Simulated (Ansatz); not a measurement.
# CH₅FNSi radical: a ladder of functionals and wavefunction methods, part 2 of 2

Ansatz 0.2.0, Gaussian basis; functionals in def2-TZVPP, the program's frozen cores in correlated methods. The steps go on from the part before.

### Step 14. CAM-B3LYP-D4 (range-separated)

The input, in.yaml:

```yaml
crystal:
  periodic: [false, false, false]
  atoms:
    - {symbol: C, position_ang: [-0.637786, 1.275813, -0.546224]}
    - {symbol: Si, position_ang: [0.441949, -0.191692, -0.355862]}
    - {symbol: N, position_ang: [0.140371, -0.936780, 1.140634]}
    - {symbol: F, position_ang: [0.159551, -1.124016, -1.634049]}
    - {symbol: H, position_ang: [-1.062507, 1.564403, -1.502517]}
    - {symbol: H, position_ang: [-0.847688, 1.955079, 0.273938]}
    - {symbol: H, position_ang: [1.895620, 0.098901, -0.404131]}
    - {symbol: H, position_ang: [0.794615, -1.591469, 1.536423]}
    - {symbol: H, position_ang: [-0.795724, -1.096540, 1.474687]}
basis:
  gaussian: {orbitals: def2-TZVPP}
magnetization: {spin_polarized: true, initial_magnetization: 1}
hamiltonian: {xc: {name: CAM-B3LYP}, dispersion: d4}
output: {orbitals: {seedname: orbitals}}
```

Started as:

```console
> ansatz run in.yaml --threads 4 --pin off --events-out ev --progress --plain --max-ram 10444MiB
```

Log, shortened:

```text
Functional definition: CAM-B3LYP
  name "CAM-B3LYP"
  cite "Yanai, Tew & Handy, Chem. Phys. Lett. 393, 51 (2004) doi:10.1016/j.cplett.2004.06.011"
  cite "Iikura, Tsuneda, Yanai & Hirao, J. Chem. Phys. 115, 3540 (2001) doi:10.1063/1.1383587"
  cite "Becke, Phys. Rev. A 38, 3098 (1988) doi:10.1103/PhysRevA.38.3098"
  cite "Lee, Yang & Parr, Phys. Rev. B 37, 785 (1988) doi:10.1103/PhysRevB.37.785"
  cite "Vosko, Wilk & Nusair, Can. J. Phys. 58, 1200 (1980) doi:10.1139/p80-159"
[...]
  # Exact exchange under (alpha + beta erf(omega r))/r, Becke's under what is left of 1/r.
[...]
1077 factors; their error is unknown
273 factors; integrals over basis functions are off by at most 1.2e-5 eV
[...]
mean field -13205.35411004 eV, -485.2878126336 hartree, gradient 5.2e-5 eV, S^2 0.753375; 0 other end points of the search recorded, 0 dependent functions left out
reference -13205.35423003 eV, -485.2878170429 hartree; 21, 20 occupied and 184, 185 virtual orbitals, 1077 factors
Total energy: -13205.48493277 eV, -485.2926202800 hartree
```

Run time: 3.8 s. Hardware: 4 threads of Arm Neoverse V1, shared host; peak memory 0.61 GiB.

With the free atoms at this level, -13171.330 eV in sum, the atomisation energy is 787.6 kcal/mol. HOMO -8.59 eV, LUMO -1.50 eV.

### Step 15. LC-ωPBE (range-separated)

in.yaml, as its differences from that of step 14:

```diff
@@ -15,3 +15,3 @@
 magnetization: {spin_polarized: true, initial_magnetization: 1}
-hamiltonian: {xc: {name: CAM-B3LYP}, dispersion: d4}
+hamiltonian: {xc: {name: LC-wPBE}}
 output: {orbitals: {seedname: orbitals}}
```

Same command.

Log, shortened:

```text
Functional definition: LC-wPBE
  name "LC-wPBE"
  cite "Vydrov & Scuseria, J. Chem. Phys. 125, 234109 (2006) doi:10.1063/1.2409292"
  cite "Heyd & Scuseria, J. Chem. Phys. 120, 7274 (2004) doi:10.1063/1.1668634"
  cite "Ernzerhof & Perdew, J. Chem. Phys. 109, 3313 (1998) doi:10.1063/1.476928"
  cite "Perdew, Burke & Ernzerhof, Phys. Rev. Lett. 77, 3865 (1996) doi:10.1103/PhysRevLett.77.3865"
  parent pbe
[...]
1074 factors; their error is unknown
346 factors; integrals over basis functions are off by at most 2.3e-5 eV
[...]
mean field -13201.51169326 eV, -485.1466064214 hartree, gradient 7.2e-5 eV, S^2 0.754356; 0 other end points of the search recorded, 0 dependent functions left out
reference -13201.51169327 eV, -485.1466064217 hartree; 21, 20 occupied and 184, 185 virtual orbitals, 1074 factors
Total energy: -13201.51169327 eV, -485.1466064217 hartree
```

It took 3.2 s on 4 threads of Arm Neoverse V1, shared host; peak memory 0.36 GiB.

Atomisation energy: 779.7 kcal/mol (free atoms -13167.700 eV, run apart). HOMO -10.17 eV, LUMO 0.05 eV.

### Step 16. ωB97X-V (range-separated)

in.yaml, as its differences from that of step 15:

```diff
@@ -15,3 +15,3 @@
 magnetization: {spin_polarized: true, initial_magnetization: 1}
-hamiltonian: {xc: {name: LC-wPBE}}
+hamiltonian: {xc: {name: wB97X-V}}
 output: {orbitals: {seedname: orbitals}}
```

Same command.

Log, shortened:

```text
Functional definition: wB97X-V
  name "wB97X-V"
  cite "Mardirossian & Head-Gordon, Phys. Chem. Chem. Phys. 16, 9904 (2014) doi:10.1039/C3CP54374A"
  cite "Becke, J. Chem. Phys. 107, 8554 (1997) doi:10.1063/1.475007"
  cite "Vydrov & Van Voorhis, J. Chem. Phys. 133, 244103 (2010) doi:10.1063/1.3521275"
[...]
      + integral(e_c_pw_opposite_spin*poly(b97_u_opposite, cos0, cos1)) + vv10(b, c)
1077 factors; their error is unknown
253 factors; integrals over basis functions are off by at most 1.1e-5 eV
[...]
mean field -13203.94157268 eV, -485.2359028428 hartree, gradient 4.4e-5 eV, S^2 0.752892; 0 other end points of the search recorded, 0 dependent functions left out
reference -13203.94157099 eV, -485.2359027809 hartree; 21, 20 occupied and 184, 185 virtual orbitals, 1077 factors
Total energy: -13203.94157099 eV, -485.2359027809 hartree
```

Run time: 9.5 s. Hardware: 4 threads of Arm Neoverse V1, shared host; peak memory 0.71 GiB.

Atomisation energy: 783.7 kcal/mol (free atoms -13169.956 eV, run apart). HOMO -9.53 eV, LUMO -0.51 eV.

### Step 17. ωB97M-V (range-separated)

in.yaml, as its differences from that of step 16:

```diff
@@ -15,3 +15,3 @@
 magnetization: {spin_polarized: true, initial_magnetization: 1}
-hamiltonian: {xc: {name: wB97X-V}}
-output: {orbitals: {seedname: orbitals}}
+hamiltonian: {xc: {name: wB97M-V}}
+output: {forces: true, orbitals: {seedname: orbitals}}
```

Launched as before.

Log, shortened:

```text
Functional definition: wB97M-V
  name "wB97M-V"
  cite "Mardirossian & Head-Gordon, J. Chem. Phys. 144, 214110 (2016) doi:10.1063/1.4952647"
  cite "Becke, J. Chem. Phys. 107, 8554 (1997) doi:10.1063/1.475007"
  cite "Vydrov & Van Voorhis, J. Chem. Phys. 133, 244103 (2010) doi:10.1063/1.3521275"
  # Of w^i u^j: cxij and so on, Table III.
[...]
  gx(w, u) = 1 - cx + cx01*u + cx10*w
  gss(w, u) = css00 + css04*u^4 + css10*w + css20*w^2 + css43*w^4*u^3
  gos(w, u) = cos00 + cos10*w + (cos20 + cos21*u)*w^2 + (cos60 + cos61*u)*w^6
[...]
      + integral(e_c_pw_mod_opposite_spin*gos(b97_w_opposite, b97_u_opposite)) + vv10(b, c)
1077 factors; their error is unknown
253 factors; integrals over basis functions are off by at most 1.1e-5 eV
[...]
Total energy: -13204.47896264 eV, -485.2556515598 hartree
Atom 0 at    -0.637786     1.275813    -0.546224 Å, force    -0.048925     0.076216    -0.018462 eV/Å
Atom 1 at     0.441949    -0.191692    -0.355862 Å, force     0.197275     0.155492     0.043101 eV/Å
Atom 2 at     0.140371    -0.936780     1.140634 Å, force    -0.015104    -0.042845     0.047799 eV/Å
Atom 3 at     0.159551    -1.124016    -1.634049 Å, force    -0.024323    -0.068650    -0.094978 eV/Å
Atom 4 at    -1.062507     1.564403    -1.502517 Å, force     0.040918    -0.027007     0.101538 eV/Å
Atom 5 at    -0.847688     1.955079     0.273938 Å, force     0.017158    -0.068102    -0.084683 eV/Å
Atom 6 at     1.895620     0.098901    -0.404131 Å, force    -0.166737    -0.035304     0.001480 eV/Å
Atom 7 at     0.794615    -1.591469     1.536423 Å, force    -0.026055     0.013184     0.001201 eV/Å
Atom 8 at    -0.795724    -1.096540     1.474687 Å, force     0.025793    -0.002985     0.003004 eV/Å
Dipole moment:    -0.124417     0.056567     0.358766 e Å
```

It took 13 s on 4 threads of Arm Neoverse V1, shared host; peak memory 0.76 GiB.

Atomisation energy: 783.3 kcal/mol (free atoms -13170.510 eV, run apart). HOMO -9.31 eV, LUMO -0.66 eV.

### Step 18. B2PLYP (double hybrid)

in.yaml, as its differences from that of step 17:

```diff
@@ -15,3 +15,2 @@
 magnetization: {spin_polarized: true, initial_magnetization: 1}
-hamiltonian: {xc: {name: wB97M-V}}
-output: {forces: true, orbitals: {seedname: orbitals}}
+hamiltonian: {xc: {name: B2PLYP}}
```

Same command.

Log, shortened:

```text
Functional definition: B2PLYP
  name "B2PLYP"
  cite "Grimme, J. Chem. Phys. 124, 034108 (2006) doi:10.1063/1.2148954"
  cite "Becke, Phys. Rev. A 38, 3098 (1988) doi:10.1103/PhysRevA.38.3098"
  cite "Lee, Yang & Parr, Phys. Rev. B 37, 785 (1988) doi:10.1103/PhysRevB.37.785"
[...]
1209 factors; integrals over basis functions are off by at most 1.2e-3 eV
[...]
mean field -13193.70808936 eV, -484.8598292675 hartree, gradient 4.8e-6 eV, S^2 0.755227; 0 other end points of the search recorded, 0 dependent functions left out
8 core orbitals not correlated: weight in the atoms' cores, before any rotation towards them, 1.000 or more for the frozen orbitals, at most 0.000 for the correlated occupied ones
reference -13193.70824473 eV, -484.8598349770 hartree; 13, 12 occupied and 184, 185 virtual orbitals, 1209 factors
second order -23.65929699 eV of doubles, -0.00000000 eV of singles
Total energy: -13200.09625491 eV, -485.0945900214 hartree
```

Wall time 5.5 s (4 threads of Arm Neoverse V1, shared host); peak memory 0.55 GiB.

With the free atoms at this level, -13166.536 eV in sum, the atomisation energy is 773.9 kcal/mol.

### Step 19. PBE-QIDH (double hybrid)

in.yaml, as its differences from that of step 18:

```diff
@@ -15,2 +15,2 @@
 magnetization: {spin_polarized: true, initial_magnetization: 1}
-hamiltonian: {xc: {name: B2PLYP}}
+hamiltonian: {xc: {name: PBE-QIDH}}
```

Launched as before.

Log, shortened:

```text
Functional definition: PBE-QIDH
  name "PBE-QIDH"
  cite "Brémond, Sancho-García, Pérez-Jiménez & Adamo, J. Chem. Phys. 141, 031101 (2014) doi:10.1063/1.4890314"
  cite "Perdew, Burke & Ernzerhof, Phys. Rev. Lett. 77, 3865 (1996) doi:10.1103/PhysRevLett.77.3865"
[...]
1209 factors; integrals over basis functions are off by at most 1.2e-3 eV
[...]
mean field -13187.66773113 eV, -484.6378501968 hartree, gradient 7.0e-6 eV, S^2 0.756731; 0 other end points of the search recorded, 0 dependent functions left out
8 core orbitals not correlated: weight in the atoms' cores, before any rotation towards them, 1.000 or more for the frozen orbitals, at most 0.000 for the correlated occupied ones
reference -13187.66774267 eV, -484.6378506208 hartree; 13, 12 occupied and 184, 185 virtual orbitals, 1209 factors
second order -22.04893063 eV of doubles, -0.00000000 eV of singles
Total energy: -13195.01738621 eV, -484.9079450393 hartree
```

Wall time 4.7 s (4 threads of Arm Neoverse V1, shared host); peak memory 0.51 GiB.

With the free atoms at this level, -13161.509 eV in sum, the atomisation energy is 772.7 kcal/mol.

### Step 20. Orbital energies across the functionals

Dipoles come from the runs that computed forces. Levels are read from the orbital files that the runs wrote (highest filled and lowest empty over both spins):

| functional | HOMO (eV) | LUMO (eV) | gap (eV) | dipole (D) |
| --- | --- | --- | --- | --- |
| LDA (SPW92) | -5.87 | -4.34 | 1.52 |  |
| PBE-D4 | -5.89 | -3.75 | 2.13 | 1.83 |
| revPBE-D4 | -5.85 | -3.59 | 2.26 |  |
| BLYP-D4 | -5.65 | -3.76 | 1.89 |  |
| r2SCAN-D4 | -6.37 | -3.12 | 3.25 | 1.85 |
| B97M-V | -6.15 | -3.55 | 2.60 |  |
| PBE0-D4 | -7.28 | -2.51 | 4.77 |  |
| B3LYP-D4 | -6.91 | -2.96 | 3.95 | 1.85 |
| r2SCANh-D4 | -6.88 | -2.70 | 4.18 |  |
| r2SCAN0-D4 | -7.64 | -2.09 | 5.55 |  |
| HSE06-D4 | -6.87 | -2.90 | 3.97 |  |
| BHLYP-D4 | -8.44 | -1.42 | 7.02 |  |
| CAM-B3LYP-D4 | -8.59 | -1.50 | 7.09 |  |
| LC-ωPBE | -10.17 | 0.05 | 10.22 |  |
| ωB97X-V | -9.53 | -0.51 | 9.03 |  |
| ωB97M-V | -9.31 | -0.66 | 8.65 | 1.84 |

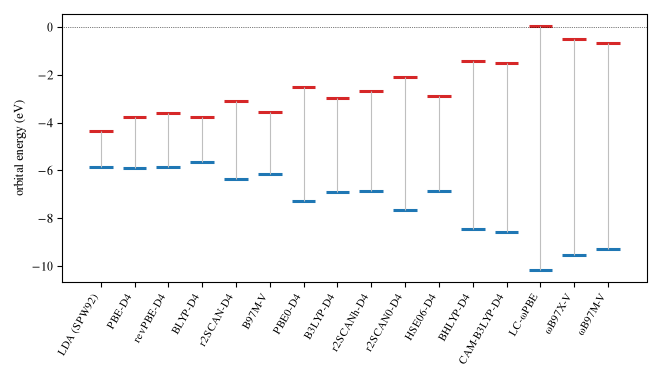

Highest occupied (blue) and lowest empty (red) level by functional.

### Step 21. CCSD(T) in def2-SVP

in.yaml, as its differences from that of step 19:

```diff
@@ -13,4 +13,5 @@
 basis:
-  gaussian: {orbitals: def2-TZVPP}
+  gaussian: {orbitals: def2-SVP}
 magnetization: {spin_polarized: true, initial_magnetization: 1}
-hamiltonian: {xc: {name: PBE-QIDH}}
+correlation: {method: ccsd_t}
+scf: {omitted_lower_state_checks: [cluster_reference]}
```

Same command.

Log, shortened:

```text
Functional definition: HF
  name "HF"
  cite "Fock, Z. Phys. 61, 126 (1930) doi:10.1007/BF01340294"
  parent pbe
[...]
843 factors; integrals over basis functions are off by at most 1.3e-3 eV
[...]
mean field -13154.46795163 eV, -483.4177808037 hartree, gradient 2.0e-6 eV, S^2 0.759166; 0 other end points of the search recorded, 0 dependent functions left out
8 core orbitals not correlated: weight in the atoms' cores, before any rotation towards them, 1.000 or more for the frozen orbitals, at most 0.000 for the correlated occupied ones
reference -13154.46795163 eV, -483.4177808037 hartree; 13, 12 occupied and 64, 65 virtual orbitals, 843 factors
second order -15.32127920 eV of doubles, -0.00000000 eV of singles
cycle   1  -15.97074476 eV  change   -6.5e-1 eV  update   8.2e-2
[...]
cycle  10  -16.42437367 eV  change    1.1e-5 eV  update   2.0e-5
perturbative correction -0.33758518 eV, -0.0124060264 hartree
Total energy: -13171.22991048 eV, -484.0337714297 hartree
Checks for a lower state left out: cluster_reference
```

Wall time 7 s (4 threads of Arm Neoverse V1, shared host); peak memory 0.55 GiB.

### Step 22. CCSD(T) in def2-TZVPP

in.yaml, as its differences from that of step 21:

```diff
@@ -13,3 +13,3 @@
 basis:
-  gaussian: {orbitals: def2-SVP}
+  gaussian: {orbitals: def2-TZVPP}
 magnetization: {spin_polarized: true, initial_magnetization: 1}
@@ -17 +17,2 @@
 scf: {omitted_lower_state_checks: [cluster_reference]}
+output: {orbitals: {seedname: orbitals}}
```

Same command.

Log, shortened:

```text
Functional definition: HF
  name "HF"
  cite "Fock, Z. Phys. 61, 126 (1930) doi:10.1007/BF01340294"
  parent pbe
[...]
1209 factors; integrals over basis functions are off by at most 1.2e-3 eV
[...]
mean field -13164.13520616 eV, -483.7730458549 hartree, gradient 2.9e-6 eV, S^2 0.760179; 0 other end points of the search recorded, 0 dependent functions left out
8 core orbitals not correlated: weight in the atoms' cores, before any rotation towards them, 1.000 or more for the frozen orbitals, at most 0.000 for the correlated occupied ones
reference -13164.13520616 eV, -483.7730458549 hartree; 13, 12 occupied and 184, 185 virtual orbitals, 1209 factors
second order -19.74373164 eV of doubles, -0.00000000 eV of singles
cycle   1  -20.17174556 eV  change   -4.3e-1 eV  update   8.6e-2
[...]
cycle  10  -20.68670807 eV  change    2.9e-5 eV  update   2.8e-5
perturbative correction -0.67485659 eV, -0.0248005222 hartree
Total energy: -13185.49677082 eV, -484.5580688768 hartree
Checks for a lower state left out: cluster_reference
```

Run time: 3.7 min. Hardware: 4 threads of Arm Neoverse V1, shared host; peak memory 7.2 GiB.

### Step 23. MP2 in def2-QZVPP

in.yaml, as its differences from that of step 22:

```diff
@@ -13,6 +13,5 @@
 basis:
-  gaussian: {orbitals: def2-TZVPP}
+  gaussian: {orbitals: "def2-QZVPP.json"}
 magnetization: {spin_polarized: true, initial_magnetization: 1}
-correlation: {method: ccsd_t}
+correlation: {method: mp2}
 scf: {omitted_lower_state_checks: [cluster_reference]}
-output: {orbitals: {seedname: orbitals}}
```

Same command.

Log, shortened:

```text
Functional definition: HF
  name "HF"
  cite "Fock, Z. Phys. 61, 126 (1930) doi:10.1007/BF01340294"
  parent pbe
[...]
2326 factors; integrals over basis functions are off by at most 8.0e-4 eV
[...]
mean field -13164.65371696 eV, -483.7921007755 hartree, gradient 2.1e-6 eV, S^2 0.760294; 1 other end points of the search recorded, 0 dependent functions left out
8 core orbitals not correlated: weight in the atoms' cores, before any rotation towards them, 1.000 or more for the frozen orbitals, at most 0.000 for the correlated occupied ones
reference -13164.65371696 eV, -483.7921007755 hartree; 13, 12 occupied and 370, 371 virtual orbitals, 2326 factors
second order -21.36823461 eV of doubles, -0.00000000 eV of singles
Total energy: -13186.02195157 eV, -484.5773689135 hartree
Checks for a lower state left out: cluster_reference
```

Run time: 21 s. Hardware: 4 threads of Arm Neoverse V1, shared host; peak memory 1.9 GiB.

The pieces so far (eV):

| basis | HF | MP2 correlation | CCSD correlation | (T) | total |
| --- | --- | --- | --- | --- | --- |
| def2-SVP | -13154.4680 | -15.3213 | -16.4244 | -0.3376 | -13171.2299 |
| def2-TZVPP | -13164.1352 | -19.7437 | -20.6867 | -0.6749 | -13185.4968 |
| def2-QZVPP | -13164.6537 | -21.3682 |  |  | -13186.0220 (MP2) |

The report of the def2-TZVPP run gives T1 = 0.0111.

### Step 24. The basis-set limit

This step is arithmetic on the last runs, with X = 3 and 4: exp(−7.88√X) for Hartree-Fock, X^−2.97 for correlation; only MP2 was run in the larger set, so CCSD(T) minus MP2 is added from the smaller one.

| level | energy at the limit (eV) |
| --- | --- |
| HF | -13164.7251 |
| MP2 | -13187.2967 |
| CCSD | -13188.2397 |
| CCSD(T) | -13188.9145 |

### Step 25. RPA on PBE orbitals

in.yaml, as its differences from that of step 23:

```diff
@@ -13,5 +13,5 @@
 basis:
-  gaussian: {orbitals: "def2-QZVPP.json"}
+  gaussian: {orbitals: def2-TZVPP}
 magnetization: {spin_polarized: true, initial_magnetization: 1}
-correlation: {method: mp2}
-scf: {omitted_lower_state_checks: [cluster_reference]}
+hamiltonian: {xc: pbe}
+correlation: {method: rpa}
```

Launched as before.

Log, shortened:

```text
Functional definition: PBE
  name "PBE"
  cite "Perdew, Burke & Ernzerhof, Phys. Rev. Lett. 77, 3865 (1996) doi:10.1103/PhysRevLett.77.3865"
  parent pbe
[...]
1209 factors; integrals over basis functions are off by at most 1.2e-3 eV
[...]
mean field -13196.74091546 eV, -484.9712835710 hartree, gradient 1.6e-6 eV, S^2 0.753315; 1 other end points of the search recorded, 0 dependent functions left out
8 core orbitals not correlated: weight in the atoms' cores, before any rotation towards them, 1.000 or more for the frozen orbitals, at most 0.000 for the correlated occupied ones
reference -13162.82175044 eV, -483.7247772478 hartree; 13, 12 occupied and 184, 185 virtual orbitals, 1209 factors
Total energy: -13195.16671491 eV, -484.9134327679 hartree
```

It took 6 s on 4 threads of Arm Neoverse V1, shared host; peak memory 0.56 GiB.

RPA correlation: -32.345 eV. No RPA run of the hydrogen atom was made, so RPA has no atomisation energy below.

### Step 26. The ladder

Atomisation energy = energies of 1 C, 1 Si, 1 N, 1 F, 5 H (separate runs, same level) minus the molecule's; electronic only, no spin-orbit term.

Differences are taken before rounding.

| method | rung | atomisation energy (kcal/mol) | from CCSD(T)/CBS (kcal/mol) | time |
| --- | --- | --- | --- | --- |
| LDA (SPW92) | LDA | 883.0 | +100.8 | 1.3 s |
| PBE-D4 | GGA | 789.9 | +7.8 | 2.8 s |
| revPBE-D4 | GGA | 771.3 | -10.9 | 2.5 s |
| BLYP-D4 | GGA | 780.6 | -1.5 | 2.3 s |
| r2SCAN-D4 | meta-GGA | 782.6 | +0.5 | 6 s |
| B97M-V | meta-GGA | 782.0 | -0.1 | 11 s |
| PBE0-D4 | hybrid | 777.6 | -4.6 | 3.4 s |
| B3LYP-D4 | hybrid | 782.3 | +0.2 | 4 s |
| r2SCANh-D4 | hybrid | 777.9 | -4.2 | 6.5 s |
| r2SCAN0-D4 | hybrid | 771.1 | -11.0 | 7 s |
| HSE06-D4 | hybrid | 778.0 | -4.1 | 3.5 s |
| BHLYP-D4 | hybrid | 762.4 | -19.7 | 3.5 s |
| CAM-B3LYP-D4 | range-separated | 787.6 | +5.5 | 3.8 s |
| LC-ωPBE | range-separated | 779.7 | -2.4 | 3.2 s |
| ωB97X-V | range-separated | 783.7 | +1.6 | 9.5 s |
| ωB97M-V | range-separated | 783.3 | +1.2 | 13 s |
| B2PLYP | double hybrid | 773.9 | -8.2 | 5.5 s |
| PBE-QIDH | double hybrid | 772.7 | -9.4 | 4.7 s |
| HF/def2-TZVPP | wavefunction | 574.9 | -207.3 |  |
| MP2/def2-TZVPP | wavefunction | 769.9 | -12.3 |  |
| CCSD/def2-TZVPP | wavefunction | 749.7 | -32.5 |  |
| CCSD(T)/def2-SVP | wavefunction | 721.6 | -60.5 | 7 s |
| CCSD(T)/def2-TZVPP | wavefunction | 758.8 | -23.3 | 3.7 min |
| MP2/CBS | wavefunction | 793.2 | +11.0 |  |
| CCSD(T)/CBS | wavefunction | 782.1 | 0 | 4 min |

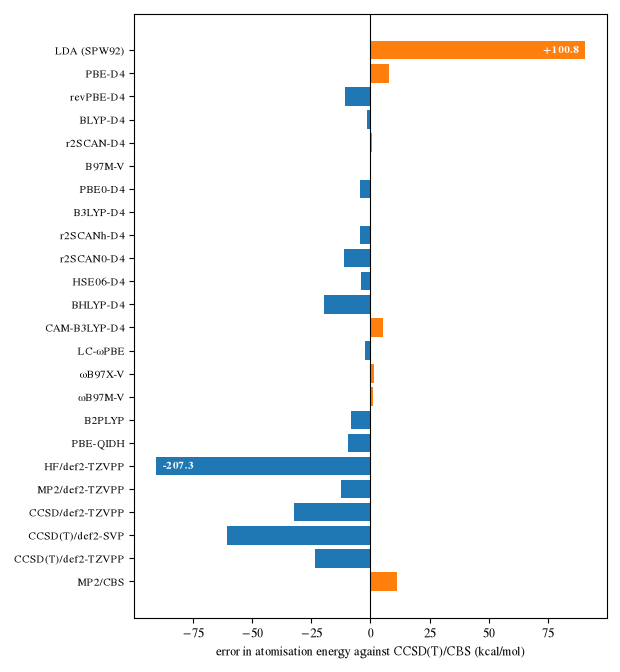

How far each level lands from CCSD(T)/CBS. Bars with a number in them are cut short.

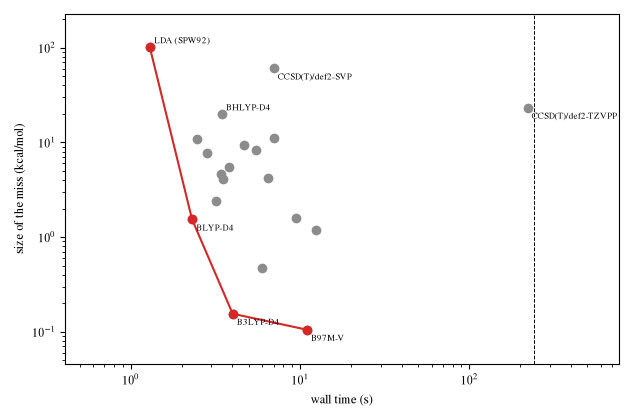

Miss against cost. Red marks the levels that no quicker level drawn beats (of those quicker than the yardstick), and the dashed line is the time of CCSD(T)/CBS. Only those levels and the largest misses are named. Times are from a shared host.

LDA (SPW92), LC-ωPBE, B2PLYP, PBE-QIDH carry no dispersion term (for B3LYP, D4 adds 5.8 kcal/mol).

Times are those of the molecule's run; HF, MP2 and CCSD come out of the CCSD(T) runs, and the limit's time is the sum of the runs that it needs.

### Step 27. Summary of results

This closing draws on all 2 parts.

| quantity | value |
| --- | --- |
| atomisation energy, CCSD(T)/CBS | 782.1 kcal/mol |
| functionals within 3.9 kcal/mol (0.5 %) | BLYP-D4, r2SCAN-D4, B97M-V, B3LYP-D4, LC-ωPBE, ωB97X-V, ωB97M-V |
| farthest beyond LDA | BHLYP-D4 (-19.7 kcal/mol) |
| mean size of error, GGA | 6.7 kcal/mol |
| mean size of error, meta-GGA | 0.3 kcal/mol |
| mean size of error, hybrid | 7.3 kcal/mol |
| mean size of error, range-separated | 2.7 kcal/mol |
| mean size of error, double hybrid | 8.8 kcal/mol |
| gap, smallest and largest | 1.52 eV (LDA (SPW92)), 10.22 eV (LC-ωPBE) |
| T1 diagnostic | 0.0111 |
| triples share of the correlation energy | 3.2 % |

The LDA atomisation energy is off by 100.8 kcal/mol (13 %): it overbinds. PBE-D4 misses by +7.8 kcal/mol. Double hybrids carry the basis error of their MP2 part in triple zeta, and no dispersion term here, so their miss is partly the set-up's. The rungs meta-GGA, range-separated miss on average by less than the doubt on the reference (3.9 kcal/mol), so they tie. The reference freezes the cores and leaves out relativity and excitations past (T), so misses under about 3.9 kcal/mol can't be ranked. Hartree-Fock recovers 74 % of the binding; the rest is correlation. CCSD(T) in def2-SVP is off by -60.5 kcal/mol, so the small basis spoils what the method gains. Orbital gaps span 1.5 to 10.2 eV; exact exchange widens them.

For cost: B97M-V gets within 0.1 kcal/mol in 11 s, where CCSD(T)/CBS took 4 min; the quickest level in the cost chart, LDA (SPW92), takes 1.3 s and misses by 100.8 kcal/mol.
